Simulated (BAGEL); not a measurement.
**HF/6-31G(d) (density fitting with qzvpp-jkfit, spherical functions) run of AlNH3Cl (SMILES [NH2][AlH][Cl])**

Aim: the energy change on altering one bond length of AlNH3Cl at HF/6-31G* (density fitting with qzvpp-jkfit, spherical functions), from 2 runs. 

Program for the calculation: BAGEL 1.2.2.

5 further runs of the same task are left out: 3 that didn't finish, 2 set aside as unsound or not needed. Runs told in other sessions of the task aren't counted.

## (1) Starting point

The species is AlNH3Cl (6 atoms), meant as a singlet with charge 0. As SMILES, `[NH2][AlH][Cl]`. The coordinates come from a PBE0-D4/def2-TZVP relaxation.

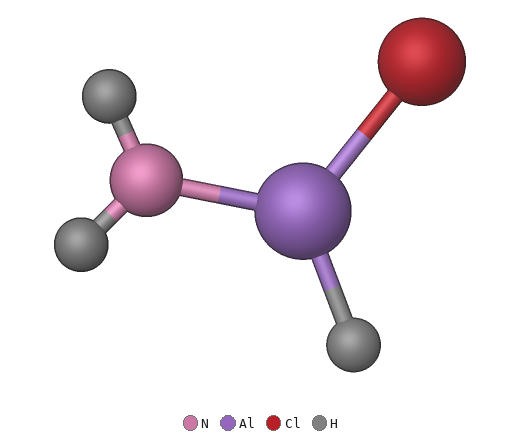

The structure, seen from a chosen angle (nitrogen pink, aluminium purple, chlorine red, hydrogen grey).

## (2) The energy at HF/6-31G(d) (density fitting with qzvpp-jkfit, spherical functions)

Contents of calc.json:

```json
{ "bagel" : [

{
  "title" : "molecule",
  "basis" : "6-31gs.json",
  "df_basis" : "qzvpp-jkfit",
  "angstrom" : true,
  "geometry" : [
    { "atom" : "N", "xyz" : [      -0.631100,       0.250900,      -0.718800 ] },
    { "atom" : "Al", "xyz" : [       0.477600,      -0.073800,       0.603600 ] },
    { "atom" : "Cl", "xyz" : [       1.413500,      -1.951500,       0.645600 ] },
    { "atom" : "H", "xyz" : [      -1.134300,       1.115000,      -0.838800 ] },
    { "atom" : "H", "xyz" : [      -0.852600,      -0.395100,      -1.458900 ] },
    { "atom" : "H", "xyz" : [       0.769000,       0.990400,       1.721000 ] }
  ]
},

{ "title" : "hf" },

{ "title" : "print", "file" : "orbitals.molden", "orbitals" : true }

]}
```

The basis set 6-31G* is read from a file made from the Basis Set Exchange's data (not shown).

Run with:

```
BAGEL_NUM_THREADS=1 BAGEL calc.json > calc.out
```

The program printed:

```text
* using 1 threads per process

  ===============================================================
  ===============================================================

  *** Geometry ***

  { "atom" : "N", "xyz" : [     -1.192606,      0.474132,     -1.358335 ] },
  { "atom" : "Al", "xyz" : [      0.902533,     -0.139462,      1.140639 ] },
  { "atom" : "Cl", "xyz" : [      2.671128,     -3.687801,      1.220007 ] },
  { "atom" : "H", "xyz" : [     -2.143516,      2.107045,     -1.585102 ] },
  { "atom" : "H", "xyz" : [     -1.611180,     -0.746631,     -2.756921 ] },
  { "atom" : "H", "xyz" : [      1.453199,      1.871585,      3.252219 ] },

  Number of auxiliary basis functions:      387

  Since a DF basis is specified, we compute 2- and 3-index integrals:
    o Being stored without compression. Storage requirement is 0.010 GB

  Number of basis functions:       56
  Number of electrons      :       40

    * METHOD: MOLECULE                             0.11

  *** RHF ***

  === Nuclear Repulsion ===
   128.9619128155

      * DIIS with orbital gradients will be used.

  === RHF iteration (6-31gs.json) ===
      0       -757.50158281          0.02635191           0.02
      1       -757.62555794          0.01587827           0.02
      2       -757.68279659          0.00155268           0.02
      3       -757.68373708          0.00029971           0.02
      4       -757.68378731          0.00006869           0.02
      5       -757.68378996          0.00001799           0.02
      6       -757.68379016          0.00000607           0.02
      7       -757.68379018          0.00000172           0.02
      8       -757.68379019          0.00000037           0.02
      9       -757.68379019          0.00000011           0.02
     10       -757.68379019          0.00000003           0.02
     11       -757.68379019          0.00000001           0.02
     12       -757.68379019          0.00000000           0.02
    * SCF iteration converged.

    * Permanent dipole moment:
           (    0.632322,    -0.720352,     0.395277) a.u.

    * METHOD: HF                                   0.37

    * METHOD: PRINT                                0.01

  ===============================================================
```

Wall time 0.6 s (1 thread of Arm Neoverse V2, shared host).

## (3) The distorted shape

Contents of hf.json:

```json
{ "bagel" : [

{
  "title" : "molecule",
  "basis" : "6-31gs.json",
  "df_basis" : "qzvpp-jkfit",
  "angstrom" : true,
  "geometry" : [
    { "atom" : "N", "xyz" : [   -0.520341,    0.573927,   -0.348719 ] },
    { "atom" : "Al", "xyz" : [    0.588359,    0.249227,    0.973681 ] },
    { "atom" : "Cl", "xyz" : [    1.524259,   -1.628473,    1.015681 ] },
    { "atom" : "H", "xyz" : [   -1.023541,    1.438027,   -0.468719 ] },
    { "atom" : "H", "xyz" : [   -0.852600,   -0.395100,   -1.458900 ] },
    { "atom" : "H", "xyz" : [    0.879759,    1.313427,    2.091081 ] }
  ]
},
{ "title" : "hf" },
{ "title" : "print", "file" : "orbitals.molden", "orbitals" : true }

]}
```

The basis set 6-31G* is read from a file made from the Basis Set Exchange's data (not shown).

Run with:

```
BAGEL_NUM_THREADS=1 BAGEL hf.json > hf.out
```

The program printed:

```text
* using 1 threads per process

  ===============================================================
  ===============================================================

  *** Geometry ***

  { "atom" : "N", "xyz" : [     -0.983302,      1.084565,     -0.658983 ] },
  { "atom" : "Al", "xyz" : [      1.111837,      0.470971,      1.839990 ] },
  { "atom" : "Cl", "xyz" : [      2.880432,     -3.077368,      1.919359 ] },
  { "atom" : "H", "xyz" : [     -1.934212,      2.717477,     -0.885751 ] },
  { "atom" : "H", "xyz" : [     -1.611180,     -0.746631,     -2.756921 ] },
  { "atom" : "H", "xyz" : [      1.662504,      2.482017,      3.951570 ] },

  Number of auxiliary basis functions:      387

  Since a DF basis is specified, we compute 2- and 3-index integrals:
    o Being stored without compression. Storage requirement is 0.010 GB

  Number of basis functions:       56
  Number of electrons      :       40

    * METHOD: MOLECULE                             0.11

  *** RHF ***

  === Nuclear Repulsion ===
   127.1160930479

      * DIIS with orbital gradients will be used.

  === RHF iteration (6-31gs.json) ===
      0       -757.36683271          0.02868262           0.02
      1       -757.47961729          0.02122025           0.02
      2       -757.58221156          0.00188878           0.02
      3       -757.58379184          0.00044825           0.02
      4       -757.58392048          0.00012245           0.02
      5       -757.58393092          0.00003734           0.02
      6       -757.58393202          0.00000990           0.02
      7       -757.58393209          0.00000257           0.02
      8       -757.58393210          0.00000101           0.02
      9       -757.58393210          0.00000041           0.02
     10       -757.58393210          0.00000014           0.02
     11       -757.58393210          0.00000003           0.02
     12       -757.58393210          0.00000001           0.02
    * SCF iteration converged.

    * Permanent dipole moment:
           (    0.640738,    -0.707547,     0.415526) a.u.

    * METHOD: HF                                   0.39

    * METHOD: PRINT                                0.01

  ===============================================================
```

Wall time 0.65 s (1 thread of Arm Neoverse V2, shared host).

## (4) What came out

At HF/6-31G* (density fitting with qzvpp-jkfit, spherical functions):

| quantity | value |
| --- | --- |
| first shape: total energy | -757.68379 Eh |
| first shape: dipole moment | 2.64 D |
| first shape: HOMO energy | -11.13 eV |
| first shape: LUMO energy | 2.32 eV |
| first shape: HOMO–LUMO gap | 13.46 eV |
| distorted shape: total energy | -757.58393 Eh |
| distorted shape: dipole moment | 2.65 D |
| distorted shape: HOMO energy | -11.10 eV |
| distorted shape: LUMO energy | 2.34 eV |
| distorted shape: HOMO–LUMO gap | 13.45 eV |
| energy change with the N1–H5 bond stretched from 1.007 to 1.511 Å | 2.717 eV |

What this shows: With the N1–H5 bond stretched from 1.007 to 1.511 Å the energy rises by 2.72 eV (262 kJ/mol). The first shape isn't relaxed at this level, so the change isn't measured from a minimum.
